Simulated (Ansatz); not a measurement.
**Ag(111) with 4 thermally displaced layers, 2x2: scattering by thermal displacements**

How much do lattice vibrations at 180 K scatter the electrons of Ag? Layers with random displacements are laid between perfect leads, and the resistance is followed against their length.

Calculated with Ansatz 0.2.0; Ansatz plane-wave DFT, PBE, PAW files; ballistic transport by layer matching (Landauer), zero bias; PAW set soft_1.

### 1. The structure

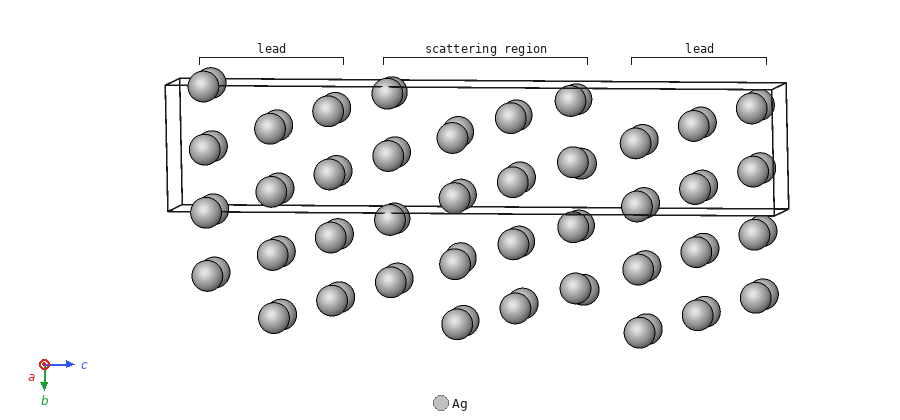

The cell as given, from the side, with the c axis across the page (silver light grey). 1×2×1 cells are drawn.

The cell holds 40 atoms: 40 Ag. Cell: a = 5.779 Å, b = 5.779 Å, c = 23.651 Å, α = 93.5°, β = 86.5°, γ = 120.0°. It derives from Ag. Regions: lead, 24 atoms (24 Ag); scattering region, 16 atoms (16 Ag). The structure is stacked along c, and the current runs across the ab planes.

### 2. With 4 displaced layers

Each atom of 4 layers is moved at random, by amounts drawn from a normal law 0.0707 Å wide in each direction from the Debye model (225 K) at 180 K. The layers about the cell's end stay perfect and serve as the lead. Disorder leaves little or no symmetry, which makes such runs dear. Energies from -0.05 to 0.05 eV in steps of 0.05 eV are too few for the program's thermal sum, so it prints no conductance; for a metal the transmission near the Fermi level serves, at a fraction of the cost.

Contents of input.yaml:

```yaml
crystal:
  lattice:
    - [5.7787594586, 0.0, 0.0]
    - [-2.8893797293, 5.0045524935, 0.0]
    - [1.4446898646, -0.8340920822, 23.5916866996]
  atoms:
    - { symbol: Ag, position: [0.9916666667, 0.0083333333, 0.05] }
    - { symbol: Ag, position: [0.9916666667, 0.5083333333, 0.05] }
    - { symbol: Ag, position: [0.4916666667, 0.0083333333, 0.05] }
    - { symbol: Ag, position: [0.4916666667, 0.5083333333, 0.05] }
    - { symbol: Ag, position: [0.1416666667, 0.3583333333, 0.15] }
    - { symbol: Ag, position: [0.1416666667, 0.8583333333, 0.15] }
    - { symbol: Ag, position: [0.6416666667, 0.3583333333, 0.15] }
    - { symbol: Ag, position: [0.6416666667, 0.8583333333, 0.15] }
    - { symbol: Ag, position: [0.2916666667, 0.2083333333, 0.25] }
    - { symbol: Ag, position: [0.2916666667, 0.7083333333, 0.25] }
    - { symbol: Ag, position: [0.7916666667, 0.2083333333, 0.25] }
    - { symbol: Ag, position: [0.7916666667, 0.7083333333, 0.25] }
    - { symbol: Ag, position: [0.9419520006, 0.0567864203, 0.3519198773] }
    - { symbol: Ag, position: [0.9389848161, 0.5509439744, 0.351084] }
    - { symbol: Ag, position: [0.4646694196, 0.0713657731, 0.3478903224] }
    - { symbol: Ag, position: [0.4217550262, 0.5495459295, 0.3501238882] }
    - { symbol: Ag, position: [0.0622881167, 0.404618887, 0.4462649726] }
    - { symbol: Ag, position: [0.0790170805, 0.9004838847, 0.4490517864] }
    - { symbol: Ag, position: [0.6041350091, 0.4230018063, 0.4496146751] }
    - { symbol: Ag, position: [0.6035143843, 0.8991084971, 0.4510537669] }
    - { symbol: Ag, position: [0.2537596288, 0.2592904251, 0.5477711167] }
    - { symbol: Ag, position: [0.2270417681, 0.751974816, 0.5506601072] }
    - { symbol: Ag, position: [0.7279119009, 0.2552977303, 0.5495226707] }
    - { symbol: Ag, position: [0.7496250634, 0.7615444321, 0.5510653464] }
    - { symbol: Ag, position: [0.8823571831, 0.1068933505, 0.652350224] }
    - { symbol: Ag, position: [0.9002912411, 0.5912967602, 0.6545384839] }
    - { symbol: Ag, position: [0.4135268505, 0.1195068794, 0.6507927926] }
    - { symbol: Ag, position: [0.397147577, 0.6299173543, 0.6558765183] }
    - { symbol: Ag, position: [0.0416666667, 0.4583333333, 0.75] }
    - { symbol: Ag, position: [0.0416666667, 0.9583333333, 0.75] }
    - { symbol: Ag, position: [0.5416666667, 0.4583333333, 0.75] }
    - { symbol: Ag, position: [0.5416666667, 0.9583333333, 0.75] }
    - { symbol: Ag, position: [0.1916666667, 0.3083333333, 0.85] }
    - { symbol: Ag, position: [0.1916666667, 0.8083333333, 0.85] }
    - { symbol: Ag, position: [0.6916666667, 0.3083333333, 0.85] }
    - { symbol: Ag, position: [0.6916666667, 0.8083333333, 0.85] }
    - { symbol: Ag, position: [0.8416666667, 0.1583333333, 0.95] }
    - { symbol: Ag, position: [0.8416666667, 0.6583333333, 0.95] }
    - { symbol: Ag, position: [0.3416666667, 0.1583333333, 0.95] }
    - { symbol: Ag, position: [0.3416666667, 0.6583333333, 0.95] }
kpoints:
  mp_grid: { grid: [4, 4, 1] }
hamiltonian:
  xc: pbe
  pseudopotentials: { kind: paw, azcp: { folder: soft_1 } }
scf:
  occupations: { method: fermi_dirac, width: 0.1 }
output:
  transmission: { leads: [[0, 4]], kmesh: [8, 8], e_range: [-0.05, 0.05], de: 0.05 }
  write_potential: true
  write_density: true
  volumetric_format: npy
  elf: true
```

Command:

```sh
> ansatz run input.yaml --threads 4 --pin off --max-ram 15360MiB --backend cpu --events-out ev --progress --plain --runs-dir out
```

Numbers of over 12 decimals in the logs are rounded to 6 here.

What it wrote:

```text
Engine: ansatz 0.2.0, aarch64-unknown-linux-gnu
Pseudopotentials: kind: paw
Pseudopotential: Ag, paw, valence charge 19, recommended cutoff 420 eV (normal), soft_1/Ag.paw.azcp
Functional definition: PBE
  parameter kappa = 0.804
  parameter beta = 0.066725
  exchange = pbe_x(kappa = kappa, mu = beta*pi^2/3)
  correlation = pbe_c(beta = beta)
Crystal: 40 atoms, lattice volume = 682.274 Å³
Basis set: ecut = 420 eV, 13363 PW (Γ)
Bands: 456, of which v1, the nominal top of the filled ones, is band 380 counted from 1 (379 counted from 0)
Symmetry: 1 space group operations
Space group: P1 (ITA 1), of the structure as read, at distance tolerance 8.8e-5 Å
k-points: 10 of 16 (time reversal used)
Non-local potential: Ag, projectors of the file, l = 0: 3, l = 1: 2, l = 2: 2, l = 3: 1
PAW form: soft (Blöchl's): semilocal exchange-correlation on the pseudo side does not see the compensation charge
PAW one-centre angular grid: Ag, 590 points (default); XC on 64 Gauss nodes
Initial density: superposition of atomic densities (chi_scale 0.1, normalization cell)
Initial wavefunctions: pseudopotential atomic-orbital guess
Functional: x = pbe(κ = 0.804, μ = 0.219515), c = pbe(β = 0.066725)
SCF iter   1: F=—  HF=-303632.730743 eV  |F-HF|=—  |Δ(HF+E_count)|=         —  Δρ=7.07e-2  dr2=3.64e1  ethr=3.10e-3  ⟨swp⟩=4.0  Hψ=13563  notcnv=0  defer=80
preconditioner: auto → Kerker (q_TF=auto, 2.778 Å⁻¹)  [metal: Δε(μ)=0.056 eV  Ē_g=10.260 eV  σ=0.100 eV  W_gap=0.14  n_scr=260 (ndim 8)  ℏωp=29.8 eV  f_vac=0.000  D(μ)=14.24/eV (n_scr^D=80)]
SCF iter   2: F=—  HF=-303624.156088 eV  |F-HF|=—  |Δ(HF+E_count)|=    8.57e0  Δρ=2.48e-2  dr2=4.52e0  ethr=3.10e-3  ⟨swp⟩=2.0  Hψ=6967  notcnv=0  defer=545
SCF iter   3: F=—  HF=-303623.023851 eV  |F-HF|=—  |Δ(HF+E_count)|=    1.13e0  Δρ=9.64e-3  dr2=5.15e-1  ethr=5.95e-4  ⟨swp⟩=2.4  Hψ=6365  notcnv=0  defer=545
SCF iter   4: F=—  HF=-303623.013679 eV  |F-HF|=—  |Δ(HF+E_count)|=   1.02e-2  Δρ=2.22e-3  dr2=1.86e-2  ethr=6.78e-5  ⟨swp⟩=2.5  Hψ=7461  notcnv=0  defer=540
SCF iter   5: F=—  HF=-303623.020913 eV  |F-HF|=—  |Δ(HF+E_count)|=   7.23e-3  Δρ=3.67e-4  dr2=9.64e-4  ethr=2.44e-6  ⟨swp⟩=2.0  Hψ=6223  notcnv=0  defer=540
SCF iter   6: F=—  HF=-303623.021290 eV  |F-HF|=—  |Δ(HF+E_count)|=   3.76e-4  Δρ=1.68e-4  dr2=2.92e-4  ethr=1.27e-7  ⟨swp⟩=2.0  Hψ=7797  notcnv=0  defer=540
SCF iter   7: F=—  HF=-303623.021302 eV  |F-HF|=—  |Δ(HF+E_count)|=   1.21e-5  Δρ=4.91e-5  dr2=1.69e-5  ethr=3.85e-8  ⟨swp⟩=2.1  Hψ=7426  notcnv=0  defer=540
SCF iter   8: F=—  HF=-303623.021496 eV  |F-HF|=—  |Δ(HF+E_count)|=   1.94e-4  Δρ=1.79e-5  dr2=3.33e-6  ethr=2.23e-9  ⟨swp⟩=2.0  Hψ=6223  notcnv=0  defer=540
SCF iter   9: F=—  HF=-303623.021496 eV  |F-HF|=—  |Δ(HF+E_count)|=   1.28e-7  Δρ=3.48e-6  dr2=3.55e-7  ethr=4.38e-10  ⟨swp⟩=2.0  Hψ=5734  notcnv=0  defer=540
SCF iter  10: F=-303623.021496 eV  HF=-303623.021496 eV  |F-HF|=6.80e-8  |Δ(HF+E_count)|=   5.12e-9  Δρ=1.63e-6  dr2=7.12e-8  ethr=1.32e-11  ⟨swp⟩=7.6  Hψ=15909  notcnv=0
SCF 1 converged in 10 iterations: F = -303623.021496 eV  dr2 = 7.12e-8
  greatest PAW one-centre occupation: 1.001 electrons in one spin orbital (limit 2), on the Ag atom at site 28 (counted from 0), in its partial waves of l = 0
transmission: 108 of 1020 steps passed
transmission: 207 of 1020 steps passed
[...]
transmission: 1020 of 1020 steps passed
SCF converged after 10 iterations
Free energy (F): -303623.021496 eV
Harris-Foulkes:  -303623.021496 eV  (|F-HF|=6.80e-8)
Internal energy: -303622.591313 eV  (E = F + TS)
E sigma→0 (E₀):  -303622.806405 eV
Entropy (-TS):   -0.430182 eV (-10.755 meV/atom)
Fermi energy:    17.231337 eV
--- Per-component energies (eV) ---
  E_band       = -9459.552754
  E_kinetic    = 18718.724270
  E_local      = -83699.662375  (includes V_loc(G=0)·N_el)
  E_nonlocal   = 1267.149467
  E_hartree    = 41158.859420
  E_xc         = -6370.237282
  E_vxc        = -8064.094315  (∫ρ·V_xc dr)
  E_paw        = -158212.787768  (= ΣΔE_a)
  E_vpaw       = -19999.403795  (= ΣTr[D̂ρ^β])
  E_aug_tail   = 0.014989  (compensation charges beyond the density's cutoff)
  E_ewald      = -116484.652035
  E_smearing   = -0.430182  (= −TS)
  E_closure    = 0.000000  (closes the sum)
  Σ components = -303623.021496   (vs F -303623.021496, Δ=0.00e0)
--- Band table (eV; the first three rows and the last of 10) ---
  k-point 0: bands = [... 376 lower, 17.3683, 17.6905, 17.7176, 17.7283, 17.7570, 18.0176, 18.0366, 18.2359, ... 72 higher]
  k-point 1: bands = [... 376 lower, 16.8191, 16.8393, 16.9520, 17.0907, 17.1383, 17.2835, 17.5433, 17.7141, ... 72 higher]
  k-point 2: bands = [... 376 lower, 16.7785, 16.8020, 16.9646, 16.9995, 17.3155, 17.3559, 17.5841, 17.6328, ... 72 higher]
  k-point 9: bands = [... 376 lower, 16.8449, 16.8601, 16.8662, 16.8902, 17.5410, 17.5751, 17.6017, 17.6344, ... 72 higher]
--- Transmission ---
  basis      : 253 plane waves across, 30 finite elements along
  points     : 34, standing for a mesh of 8 x 8
  energies   : 3 from -0.050000 to 0.050000 eV about the Fermi level, 0.050000 eV apart; the leads are filled to 0.000000 eV, and channels, transmission and decay are at 0.000000 eV
  crystal 0  : Ag4, at the sites [0, 4], period 2.3592 Å, over 14.16 Å; its Hamiltonian steps by up to 6.7 meV
    offset         : up to 0.0000 Å between an atom of the period and one for which it stands
    channels       : 3.234375e0 a spin
    conductance    : none, the energies end too early or step too widely for 300 K: set another output.transmission.e_range or a lower de, or, where they end at an eighth of basis.ecutwfc, a higher one
  junction   : crystal 0 to crystal 0, 0.70 to 21.93 Å
    transmission   : 3.191650e0 a spin
    conductance    : none, the energies end too early or step too widely for 300 K: set another output.transmission.e_range or a lower de, or, where they end at an eighth of basis.ecutwfc, a higher one
```

It took 6.3 min on 4 threads of Arm Neoverse V2, shared host; peak memory 6 GiB; 21 min of CPU time.

This step gave:

| Item | Value |
| --- | --- |
| free energy | -303623.0215 eV |
| energy at zero smearing | -303622.8064 eV |
| Fermi energy | 17.23 eV |
| cell area | 28.92 Å² |
| transmission per spin nearest the Fermi level | 3.192 |
| open channels per spin nearest the Fermi level | 3.234 |
| step of the lead's potential | 6.7 meV |

Per spin. The transmission, zone mean stays at 3.19 for energy from -0.05 to 0.05 eV.

Per spin. The open channels, zone mean, lead stays at 3.23 for energy from -0.05 to 0.05 eV.

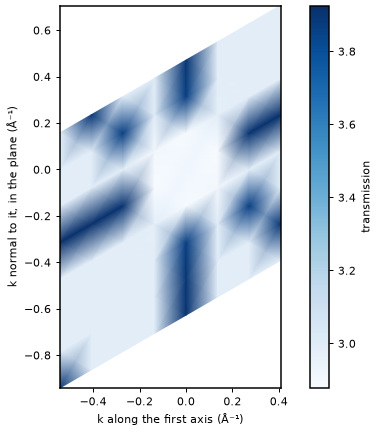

Transmission over k1 and k2. At 0.0000 eV from the Fermi level.

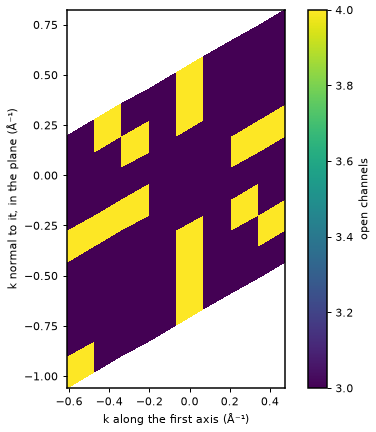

Open channels over k1 and k2. At 0.0000 eV from the Fermi level.

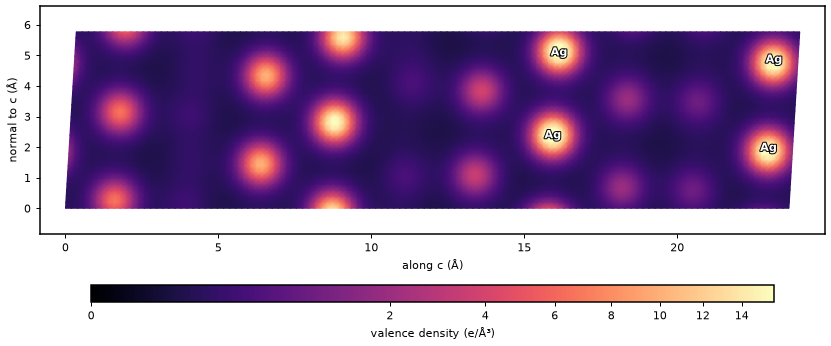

Valence density in the ca plane at fractional y = 0.120, with atoms of Ag within 0.2 Å of it. It is the smooth field of the valence electrons, not physical close to the nuclei. The colour scale is stretched toward low values.

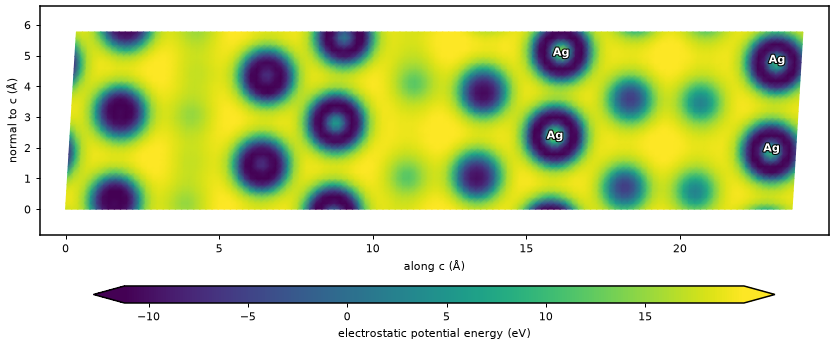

Electrostatic potential energy in the ca plane at fractional y = 0.120, with atoms of Ag within 0.2 Å of it. With pseudopotentials it is smooth inside the atoms' cores, unlike the true potential.

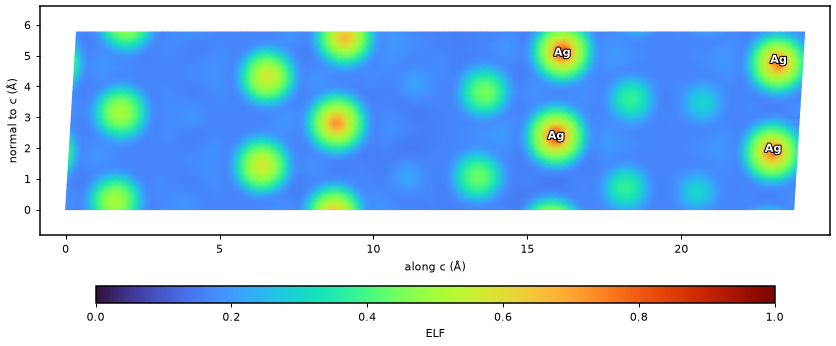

ELF in the ca plane at fractional y = 0.120, with atoms of Ag within 0.2 Å of it. It is the smooth field of the valence electrons, not physical close to the nuclei.

Over the solved energies the transmission per spin lies between 3.19 and 3.19, out of 3.23 channels of the lead on average (up to 3.23).

(Continued in part 2 of 2.)

[Logs are printed without paths, hosts, clocks, repeated set-up lines and the standing remarks that a program may print on its own settings, such as how far it seeks lower states.]

[Hosts, paths, dates, database ids (printed as entryN), source tags and the programs' standing remarks are cut or masked in the printed files.]
